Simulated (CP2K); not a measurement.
# Two attempts at CH5FGeOSi (SMILES [F][GeH]1[O]C[SiH2]1)

Aim: the energy of CH5FGeOSi at GFN2-xTB.

The results are computed with CP2K 2026.2.

3 further runs of the same task are left out: 2 that didn't finish, 1 set aside as unsound or not needed.

### 1 The system as given

CH5FGeOSi: 10 atoms, total charge 0, spin state singlet. As SMILES, `[F][GeH]1[O]C[SiH2]1`. All atoms were displaced at random from a relaxed shape.

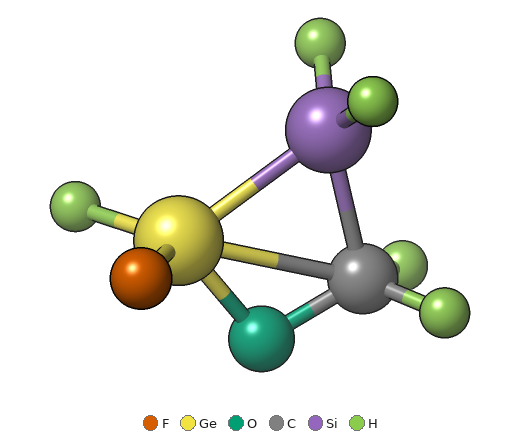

Viewed from a chosen angle; fluorine orange, germanium yellow, oxygen teal, carbon grey, silicon purple, hydrogen green.

### 2 First attempt

The input, gas.inp:

```
&GLOBAL
    PROJECT gas
    RUN_TYPE ENERGY
    PRINT_LEVEL MEDIUM
&END GLOBAL

&FORCE_EVAL
    METHOD QUICKSTEP
    &DFT
        CHARGE 0
        MULTIPLICITY 1
        &QS
            METHOD XTB
            EPS_DEFAULT 1.0E-10
            &XTB
                GFN_TYPE TBLITE
                &TBLITE
                    METHOD GFN2
                &END TBLITE
                CHECK_ATOMIC_CHARGES F
            &END XTB
        &END QS
        &POISSON
            PERIODIC NONE
            POISSON_SOLVER ANALYTIC
        &END POISSON
        &SCF
            SCF_GUESS ATOMIC
            EPS_SCF 1.0E-07
            MAX_SCF 69
            ADDED_MOS 8
            &DIAGONALIZATION
                ALGORITHM STANDARD
            &END DIAGONALIZATION
            &MIXING
                METHOD DIRECT_P_MIXING
                ALPHA 0.4
            &END MIXING
            &SMEAR ON
                METHOD FERMI_DIRAC
                ELECTRONIC_TEMPERATURE [K] 300
            &END SMEAR
        &END SCF
        &PRINT
            &MOMENTS
                PERIODIC F
                REFERENCE COM
                MAX_MOMENT 1
            &END MOMENTS
            &MO ON
                ENERGIES T
                OCCUPATION_NUMBERS T
                NDIGITS 6
                &EACH
                    QS_SCF 0
                &END EACH
                ADD_LAST NUMERIC
            &END MO
            &HIRSHFELD OFF
            &END HIRSHFELD
        &END PRINT
    &END DFT
    &SUBSYS
        &CELL
            ABC [angstrom] 19.8 19.6 19.4
            PERIODIC NONE
        &END CELL
        &COORD
            F      1.393300    -1.584000    -0.222400
            Ge    -1.373500     0.158400     0.342900
            O     -0.719200    -1.173100    -0.665000
            C      0.760500    -0.797100    -0.688500
            Si     0.774800     0.770100     0.299800
            H     -2.361700     1.073600    -0.441600
            H      1.033800    -0.624100    -1.727900
            H      1.343300    -1.584000    -0.222400
            H      1.440800     0.620600     1.659800
            H      1.020600     1.970700    -0.484000
        &END COORD
        &TOPOLOGY
            &CENTER_COORDINATES
            &END CENTER_COORDINATES
        &END TOPOLOGY
    &END SUBSYS
&END FORCE_EVAL
```

Launch:

```console
$ OMP_NUM_THREADS=1 cp2k.psmp -i gas.inp > gas.out 2>&1
```

Standard output:

```text
CP2K| version string:                                       CP2K version 2026.2
[...]
 GLOBAL| Method name                                                        CP2K
[...]
 GLOBAL| Run type                                                         ENERGY
[...]
                             - Atoms:                                         10
[...]
                             - Spherical basis functions:                     35
[...]
 *** WARNING in particle_methods.F:720 :: The distance between the atoms 1 ***
 *** and 8 is only 0.050 angstrom and thus smaller than the threshold of   ***
 *** 0.500 angstrom                                                        ***
[...]
 Number of electrons:                                                         30
[...]
  *** SCF run converged in    30 steps ***
[...]
  Fermi energy:                                                -0.22932760087512
[...]
 TB_DIPOLE| Moment [Debye]          5.48267481      -1.90174773       0.77097436
 TB_DIPOLE| Derivative [a.u.]       0.00000000       0.00000000       0.00000000
[...]
 ENERGY| Total FORCE_EVAL ( QS ) energy [hartree]             59.950890925277427
[...]
```

Run time: 1.1 s. Hardware: 1 thread of Intel Xeon Platinum 8488C (Sapphire Rapids), shared host; peak memory 0.19 GiB.

### 3 Reading the log

It ran to the end. The result can't be trusted all the same.

Cause: two atoms lie on top of or far too near each other. As the program read them, the closest atoms are 0.05 Å apart, against 1.11 Å in the sound input.

### 4 Second attempt

The input, job.inp:

```
&GLOBAL
   PROJECT job
   RUN_TYPE ENERGY
   PRINT_LEVEL MEDIUM
&END GLOBAL

&FORCE_EVAL
   METHOD QS
   &DFT
      ! Quickstep
      &QS
         METHOD XTB
         EPS_DEFAULT 1.0E-10
         &XTB
            GFN_TYPE TBLITE
            &TBLITE
               METHOD GFN2
            &END TBLITE
            CHECK_ATOMIC_CHARGES F
         &END XTB
      &END QS
      &POISSON
         PERIODIC NONE
         POISSON_SOLVER ANALYTIC
      &END POISSON
      &SCF
         SCF_GUESS ATOMIC
         EPS_SCF 1.0E-07
         MAX_SCF 150
         ADDED_MOS 8
         &DIAGONALIZATION
            ALGORITHM STANDARD
         &END DIAGONALIZATION
         &MIXING
            METHOD DIRECT_P_MIXING
            ALPHA 0.4
         &END MIXING
         &SMEAR ON
            METHOD FERMI_DIRAC
            ELECTRONIC_TEMPERATURE [K] 300
         &END SMEAR
      &END SCF
      ! extra output
      &PRINT
         &MOMENTS
            PERIODIC F
            REFERENCE COM
            MAX_MOMENT 1
         &END MOMENTS
         &MO ON
            ENERGIES T
            OCCUPATION_NUMBERS T
            NDIGITS 6
            &EACH
               QS_SCF 0
            &END EACH
            ADD_LAST NUMERIC
         &END MO
         &HIRSHFELD OFF
         &END HIRSHFELD
      &END PRINT
   &END DFT
   ! structure
   &SUBSYS
      &CELL
         ABC 19.8 19.6 19.7
         PERIODIC NONE
      &END CELL
      &COORD
         F     -1.733264    -0.495493     1.952724
         Ge    -1.255161     0.108950     0.416483
         O     -0.732676    -1.102284    -0.616406
         C      0.604882    -0.777464    -0.730784
         Si     0.803118     0.825376     0.291410
         H     -2.326777     1.063334    -0.457590
         H      1.044289    -0.572047    -1.733663
         H      1.418842    -1.571328    -0.248292
         H      1.461761     0.719115     1.562322
         H      0.984798     1.993741    -0.461336
      &END COORD
      &TOPOLOGY
         &CENTER_COORDINATES
         &END CENTER_COORDINATES
      &END TOPOLOGY
   &END SUBSYS
&END FORCE_EVAL
```

Launch:

```console
$ OMP_NUM_THREADS=1 cp2k.psmp -i job.inp -o job.out
```

Standard output:

```text
CP2K| version string:                                       CP2K version 2026.2
[...]
 GLOBAL| Method name                                                        CP2K
[...]
 GLOBAL| Run type                                                         ENERGY
[...]
                             - Atoms:                                         10
[...]
                             - Spherical basis functions:                     35
[...]
 Number of electrons:                                                         30
[...]
  *** SCF run converged in    26 steps ***
[...]
  Fermi energy:                                                -0.28127356047966
[...]
 TB_DIPOLE| Moment [Debye]          3.21323269       3.20138734      -0.50623619
 TB_DIPOLE| Derivative [a.u.]       0.00000000       0.00000000       0.00000000
[...]
 ENERGY| Total FORCE_EVAL ( QS ) energy [hartree]            -17.132069580302858
[...]
```

Wall time 1.2 s (1 thread of Intel Xeon Platinum 8488C (Sapphire Rapids), shared host); peak memory 0.19 GiB.

### 5 Summary of results

At GFN2-xTB:

```
                                 quantity         value
                             total energy  -17.13207 Eh
dipole moment (from atomic charges alone)        4.56 D
                              HOMO energy     -10.51 eV
                              LUMO energy      -6.76 eV
                            HOMO–LUMO gap       3.75 eV
```

What this shows: The first attempt's energy was +2097.534 eV off this one. The dipole comes from point charges on the atoms alone, without atomic dipoles, so it is partial.
